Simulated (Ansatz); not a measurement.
## Electronic structure of AlClFH2N in real space

```json
{"atom": "Al", "x (Å)": "0.0274", "y (Å)": "-0.0081", "z (Å)": "0.0598"}
{"atom": "N", "x (Å)": "0.0106", "y (Å)": "0.0016", "z (Å)": "1.8131"}
{"atom": "H", "x (Å)": "-0.8276", "y (Å)": "-0.0511", "z (Å)": "2.3833"}
{"atom": "H", "x (Å)": "0.8375", "y (Å)": "0.0609", "z (Å)": "2.3985"}
{"atom": "Cl", "x (Å)": "1.8198", "y (Å)": "0.1061", "z (Å)": "-1.0135"}
{"atom": "F", "x (Å)": "-1.4000", "y (Å)": "-0.1094", "z (Å)": "-0.7813"}
```

The calculation used RKS B3LYP-D4/def2-SVP in Ansatz 0.2.0.

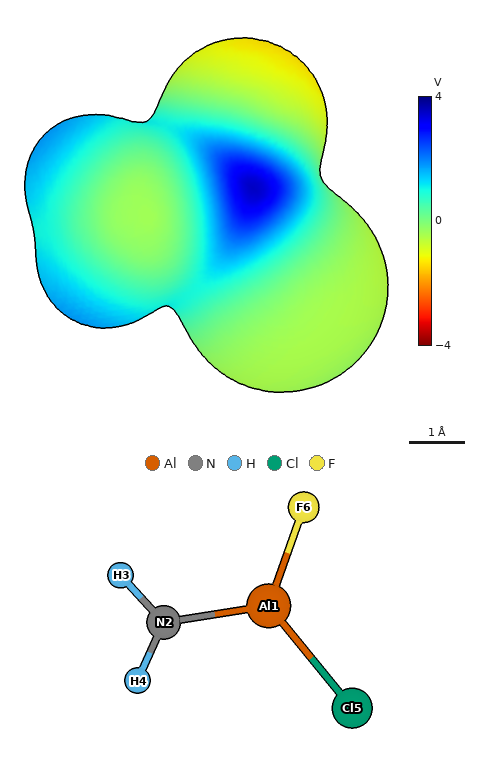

Figure 1. The electrostatic potential painted on the density surface at 0.002 e/bohr³, seen at a tilt; red is negative and blue positive. The bare structure is drawn below in the same view.

### Describe the electrostatic potential map.

The most negative region (about −1.4 V) lies over F6, the most positive (about +3.4 V) over Al1.

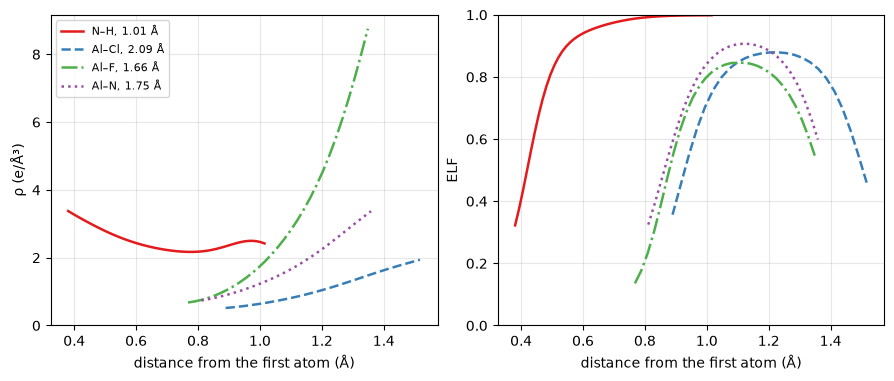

Figure 2. Electron density and ELF along straight lines between neighbouring atoms. The curves leave out the atomic cores.

### Compare the contacts.

N–H (1.01 Å): ρ is about 2.8 e/Å³ halfway; the ELF climbs to about 1 towards the hydrogen, as it does in any bond to H: a covalent bond by its length.
Al–Cl (2.09 Å): the density is about 0.71 e/Å³ at the midpoint; the ELF peaks at about 0.90 in the valence shell of Cl, 0.9 Å from its nucleus, and is about 0.80 at the midpoint.
Al–F (1.66 Å): ρ at the midpoint is about 0.81 e/Å³; the ELF peaks at about 0.85 in the valence shell of F, 0.6 Å from its nucleus, and is about 0.30 at the midpoint.
Al–N (1.75 Å): the density is about 0.87 e/Å³ at the midpoint; the ELF peaks at about 0.90 in the valence shell of N, 0.6 Å from its nucleus, and is about 0.55 at the midpoint.

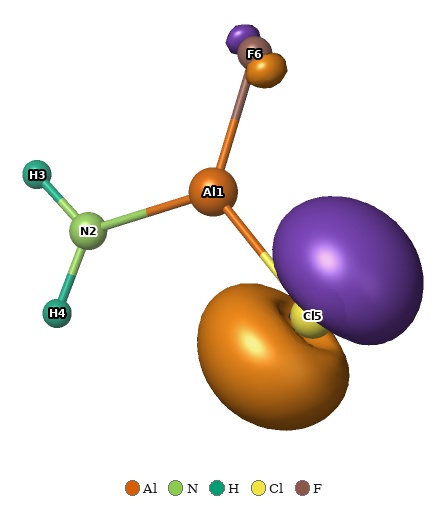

Figure 3. The HOMO−1 at ±0.2 Å⁻³ᐟ² (orange and purple are the two phases), seen at a tilt.

### What is the character of this orbital?

Its weight (Hirshfeld) is mainly on Cl5 (about 90 %); it is symmetric in the molecular plane (an in-plane orbital: σ, lone-pair or in-plane π type); largely a lone pair of Cl5. Its energy is −8.81 eV.
